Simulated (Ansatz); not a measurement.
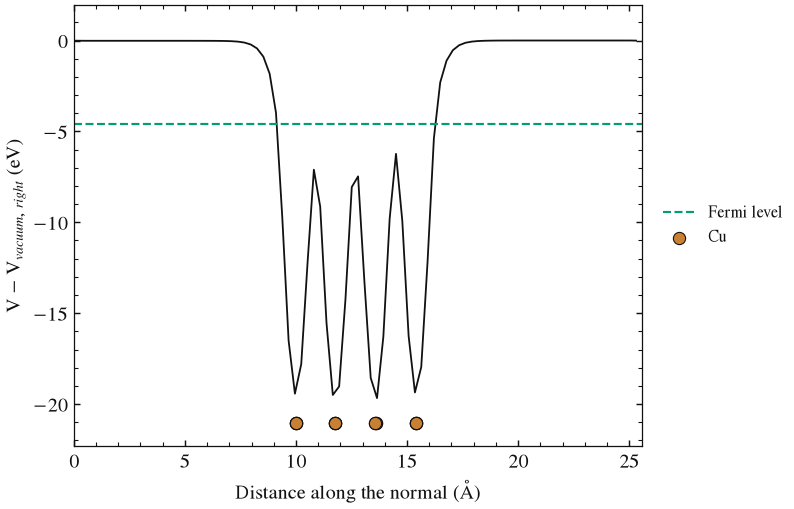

Plane-averaged electrostatic potential energy of an electron across the slab; circles at the bottom mark the heights of the atoms.

Input of the run:

```
crystal:
  lattice:
    - [5.0393684365, 0.0, 0.0]
    - [0.0, 5.0393684365, 0.0]
    - [0.0, 0.0, 25.5925573915]
  atoms:
    - { symbol: Cu, position: [0.25, 0.25, 0.3125908785] }
    - { symbol: Cu, position: [0.25, 0.75, 0.3125908785] }
    - { symbol: Cu, position: [0.75, 0.25, 0.3125908785] }
    - { symbol: Cu, position: [0.75, 0.75, 0.3125908785] }
    - { symbol: Cu, position: [0.5, 0.5, 0.3822082197] }
    - { symbol: Cu, position: [0.5, 0.0, 0.3822082197] }
    - { symbol: Cu, position: [0.0, 0.5, 0.3822082197] }
    - { symbol: Cu, position: [0.0, 0.0, 0.3822082197] }
    - { symbol: Cu, position: [0.7500066273, 0.7511075886, 0.4530366948] }
    - { symbol: Cu, position: [0.7500152819, 0.2512035456, 0.4518460228] }
    - { symbol: Cu, position: [0.2500062171, 0.7513588869, 0.4536553338] }
    - { symbol: Cu, position: [0.2500159314, 0.2514308718, 0.4524454608] }
    - { symbol: Cu, position: [-0.0025997349, 0.0010842265, 0.5243109419] }
    - { symbol: Cu, position: [-0.0022906598, 0.5038979936, 0.5244520168] }
    - { symbol: Cu, position: [0.5025675837, 0.0011699579, 0.5243131364] }
    - { symbol: Cu, position: [0.5024524164, 0.5039838163, 0.5244480933] }
basis:
  ecutwfc: 420
kpoints:
  mp_grid: { grid: [4, 4, 1] }
hamiltonian:
  xc: pbe
  dispersion: d3bj
scf:
  occupations: { method: gaussian, width: 0.1 }
output:
  forces: true
  eigenvalues: true
  write_density: true
  volumetric_format: npy
efield:
  axis: 3
  dipole_correction: true
  ramp_width: 0.04
```

Launched with:
```bash
ansatz run input.yaml --threads 8 --pin off --max-ram 20480MiB --backend cpu --events-out ev --progress --plain --runs-dir out
```

What is the work function?

Answer. The work function is 4.57 eV, the same on both faces. The two vacuum levels agree, so the slab has no net dipole along its normal.

How thick are slab and vacuum?

Answer. The outermost atoms are 5.4 Å apart, which leaves 20.2 Å of vacuum in a cell 25.6 Å high.

The atoms aren't at rest in this cell (largest force 0.5 eV/Å), so the relaxed material can differ.
